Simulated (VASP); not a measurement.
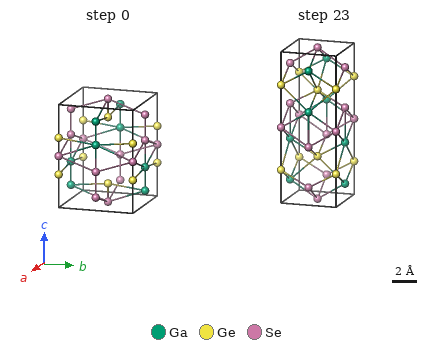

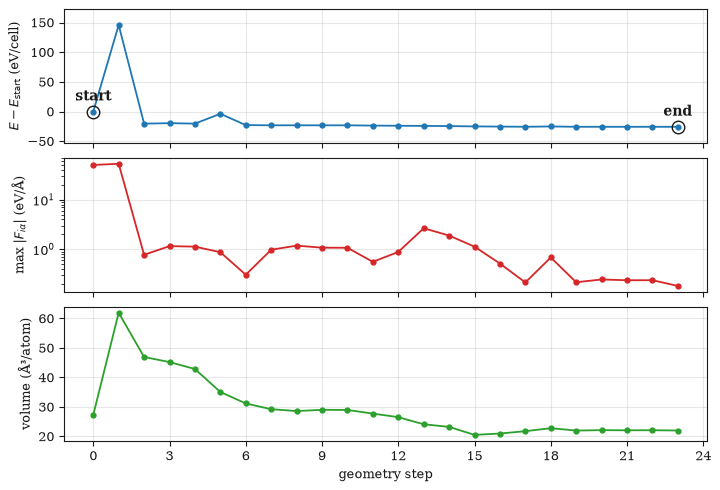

First and last geometry of a relaxation of crystalline Ga₂Ge₂Se₃ (a generated structure, set up in I-4m2), with the history of the run. Style: ball-and-stick. Shown: the conventional cell (2 times the calculation's cell), slightly off an axis. Lengths and directions refer to the drawn axes.

The run lets cell and atoms move.

Computed with VASP 6.6.1, Kohn-Sham DFT of a periodic cell, PBE, VASP PAW PBE potentials, recommended.

The input:
```
SYSTEM = Ga2Ge2Se3
PREC = Normal
ENCUT = 520
EDIFF = 1E-4
ISMEAR = 0
SIGMA = 0.15
LREAL = .False.
LASPH = .True.
NELM = 60
ALGO = Fast
ISIF = 3
LWAVE = .False.
LCHARG = .False.
GGA = PE
IBRION = 2
NSW = 24
EDIFFG = -0.08
```

Run as
```bash
cat potpaw_PBE.64/Ga_d/POTCAR potpaw_PBE.64/Ge_d/POTCAR potpaw_PBE.64/Se/POTCAR > POTCAR
mpirun -np 1 vasp_std > vasp.out
```

**Did the run converge, and what did it change?**

The relaxation stopped without meeting its thresholds, so the last structure isn't shown to be converged. The largest moves relative to the cell, 1.34 Å, are those of Ge atoms. By element the largest moves are Ge 1.34 Å, Ga 0.29 Å, Se 0.11 Å. The volume changes by −19.4 %, with a = b 6.552 → 4.854 Å (−25.9 %), c 8.891 → 13.066 Å (+47.0 %). Among the contacts that change: Ge–Se 1.584 → 3.671 Å, Ga–Ga 2.027 → 3.558 Å, Se–Se 2.213 → 3.480 Å, Ge–Se 3.712 → 2.770 Å. New bonds form: Ga–Ge (3.67 → 2.79 Å), Ge–Se (3.71 → 2.77 Å). Bonds break: Ga–Ga (2.03 → 3.56 Å), Ge–Se (1.58 → 3.67 Å), Se–Se (2.21 → 3.48 Å). The space group stays I-4m2 (No. 119). Over 23 geometry steps the energy falls by 25.711 eV per cell of the calculation. The largest force component goes from 50 to 0.18 eV/Å. Pressure: 51.95 GPa at the start and 0.14 GPa at the end. At step 1 the optimiser overshot: the energy rose above the start, and later steps came back. The volume changes by over a tenth within one run on a fixed set of plane waves, so the end point should be relaxed again from the new cell.

```
step  E − E(0), meV/atom  largest force component, eV/Å  pressure, GPa  volume, Å³/atom
   0                0.00                        50.4925          51.95           27.264
   1            20822.49                        53.2537         -10.91           61.940
   2            -2913.99                         0.7730         -17.35           46.921
   3            -2794.45                         1.1574          -9.10           45.209
   4            -2907.35                         1.1303          -8.19           42.852
   5             -538.16                         0.8722          -7.78           35.069
   6            -3262.27                         0.3058          -5.52           31.169
   7            -3312.27                         0.9788          -3.08           29.218
   8            -3310.84                         1.1843          -1.24           28.589
   9            -3313.31                         1.0774          -2.38           29.006
  10            -3313.37                         1.0713          -2.00           28.964
  11            -3377.86                         0.5579          -2.91           27.726
  12            -3421.39                         0.8824          -2.72           26.522
  13            -3455.89                         2.6599          -0.77           24.107
  14            -3500.81                         1.8917          -0.11           23.225
  15            -3574.84                         1.1303           4.33           20.512
  16            -3619.49                         0.5146           2.48           20.967
  17            -3662.64                         0.2138           0.64           21.758
  18            -3589.64                         0.6823          -3.61           22.781
  19            -3671.02                         0.2157           0.16           21.969
  20            -3671.78                         0.2454          -0.15           22.112
  21            -3671.97                         0.2367           0.14           22.062
  22            -3671.95                         0.2372          -0.23           22.085
  23            -3672.95                         0.1819           0.14           21.987
```

Limits of the set-up: layers or molecules are held without a dispersion correction, so their spacing is unreliable.
